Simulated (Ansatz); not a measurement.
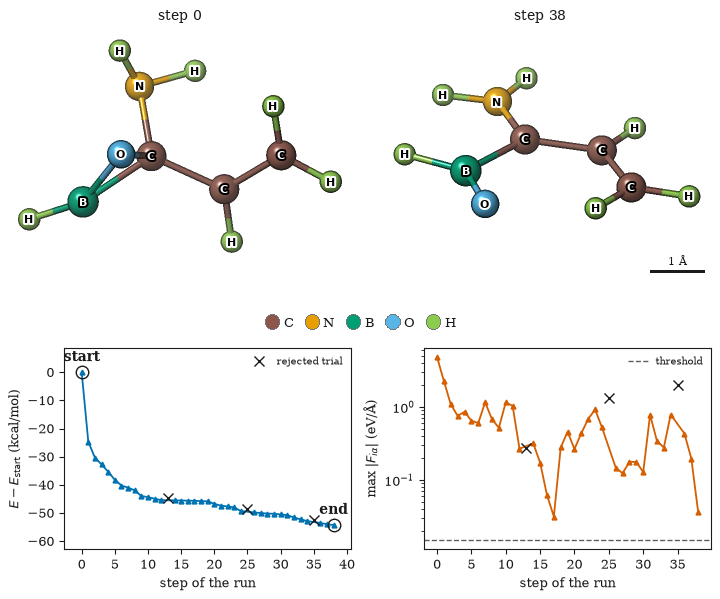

First and last geometry of a relaxation of C3H6BNO, with the history of the run. The picture is a ball-and-stick view, seen face on.

The run prepares an end point of a later path (inversion) calculation, from a guessed geometry.

Theory: RKS B3LYP/def2-SVP in Ansatz. Settings: no spin polarisation; force threshold 0.015 eV/Å; at most 40 steps.

Question: Did the run converge, and what did it change?

Answer: The relaxation stopped without meeting its thresholds, so the last structure isn't shown to be converged. An H atom moves most after the best rigid fit: 2.31 Å. Largest moves by element: H 2.31 Å, O 1.17 Å, B 0.96 Å, C 0.81 Å, N 0.57 Å. Near-neighbour distances that change, for instance: C–O 1.406 → 2.574 Å, B–O 1.490 → 1.266 Å, C–N 1.465 → 1.308 Å, B–C 1.571 → 1.670 Å. Bonds break, among them: C–O (1.41 → 2.57 Å). Bond angles that change, for instance: C–B–O 54.6° → 121.9°, C–B–H 138.9° → 107.5°, C–N–H 101.0° → 124.4°. Groups turn about C–C by about 125°. After 35 accepted moves (38 points after the start) the energy has fallen by 54.3 kcal/mol. The largest force component goes from 4.9 to 0.036 eV/Å. The line search rejected the trial steps at points 13, 25, 35 of the run. The run took 2.3 min on 2 threads of Intel(R) Xeon(R) Platinum 8488C (Sapphire Rapids), with other jobs on the host, peak memory 0.27 GiB.

| step | E − E(0), kcal/mol | largest force component, eV/Å | note |
| --- | --- | --- | --- |
| 0 | 0.00 | 4.8771 |  |
| 1 | -24.73 | 2.2812 |  |
| 2 | -30.35 | 1.0933 |  |
| 3 | -32.77 | 0.7595 |  |
| 4 | -35.37 | 0.8629 |  |
| 5 | -38.23 | 0.6531 |  |
| 6 | -40.25 | 0.6049 |  |
| 7 | -41.02 | 1.1634 |  |
| 8 | -41.96 | 0.6813 |  |
| 9 | -43.99 | 0.5224 |  |
| 10 | -44.37 | 1.1599 |  |
| 11 | -44.95 | 1.0424 |  |
| 13 | -44.70 | 0.2717 | rejected |
| 14 | -45.52 | 0.3189 |  |
| 16 | -45.64 | 0.0623 |  |
| 17 | -45.66 | 0.0317 |  |
| 19 | -45.87 | 0.4590 |  |
| 20 | -46.75 | 0.2670 |  |
| 22 | -47.67 | 0.6890 |  |
| 23 | -48.03 | 0.9287 |  |
| 25 | -48.74 | 1.3398 | rejected |
| 26 | -49.80 | 0.1487 |  |
| 28 | -50.22 | 0.1785 |  |
| 29 | -50.29 | 0.1771 |  |
| 31 | -50.75 | 0.7843 |  |
| 32 | -51.61 | 0.3449 |  |
| 34 | -52.87 | 0.7907 |  |
| 35 | -52.39 | 2.0190 | rejected |
| 37 | -53.98 | 0.1975 |  |
| 38 | -54.28 | 0.0364 |  |
